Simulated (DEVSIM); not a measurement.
Device: Mo/SiO2/n-Si capacitor, at 300 K.

```csv
layer (left to right),material,thickness (nm),Nd (cm⁻³)
1,SiO2,5.30,-
2,Si,15000,3e15
```

Metal gate on the left, work function 4.6 eV. Fixed charge at the semiconductor interface -1.2e10 cm⁻² (in units of +e); interface traps 1e12 cm⁻² eV⁻¹, uniform in energy, neutral level at 0.5 of the gap above the valence band.

The device is made up for the run: typed textbook-type constants, with dimensions and the other settings drawn at random. Values at 300 K.

```tsv
parameter	SiO2	Si
gap (eV)	9	1.124
affinity (eV)	0.9	4.05
permittivity	3.9	11.7
Nc (cm⁻³)	-	2.86e19
Nv (cm⁻³)	-	3.1e19
```

Simulated with DEVSIM: 1D Poisson equation in equilibrium, Boltzmann statistics, complete ionisation; no quantum confinement or tunnelling. Metal contacts follow the ideal Schottky-Mott rule: no Fermi-level pinning, no interface dipoles.

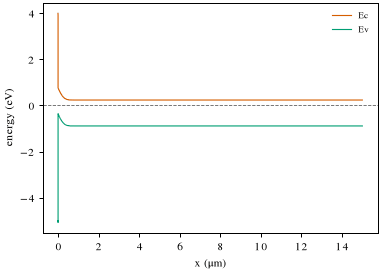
*Band edges at -0.3 V on the gate*

Energies count from the Fermi level of the right contact; mesh points crowd at the junctions.

```tsv
x (μm)	Ec (eV)	Ev (eV)	n (cm⁻³)	p (cm⁻³)	field (V/cm)
0.000	4.000	-5.000	< 1e2	< 1e2	-150000
0.001327	3.979	-5.021	< 1e2	< 1e2	-150000
0.003389	3.947	-5.053	< 1e2	< 1e2	-150000
0.004940	3.923	-5.077	< 1e2	< 1e2	-150000
0.006940	0.764	-0.360	4100000	2.8e13	-22000
0.01113	0.755	-0.369	5800000	2.0e13	-21000
0.02102	0.734	-0.390	1.3e7	8.9e12	-21000
0.05944	0.658	-0.466	2.6e8	4.5e11	-19000
0.1376	0.522	-0.602	4.9e10	2.4e9	-16000
0.3375	0.304	-0.820	2.2e14	530000	-6400
0.8089	0.237	-0.887	3.0e15	39000	-26
2.640	0.237	-0.887	3.0e15	39000	≈ 0
6.586	0.237	-0.887	3.0e15	39000	≈ 0
11.45	0.237	-0.887	3.0e15	39000	≈ 0
13.92	0.237	-0.887	3.0e15	39000	≈ 0
14.56	0.237	-0.887	3.0e15	39000	≈ 0
14.83	0.237	-0.887	3.0e15	39000	≈ 0
14.93	0.237	-0.887	3.0e15	39000	≈ 0
14.98	0.237	-0.887	3.0e15	39000	≈ 0
15.00	0.237	-0.887	3.0e15	39000	≈ 0
15.00	0.237	-0.887	3.0e15	39000	≈ 0
15.01	0.237	-0.887	3.0e15	39000	≈ 0
```
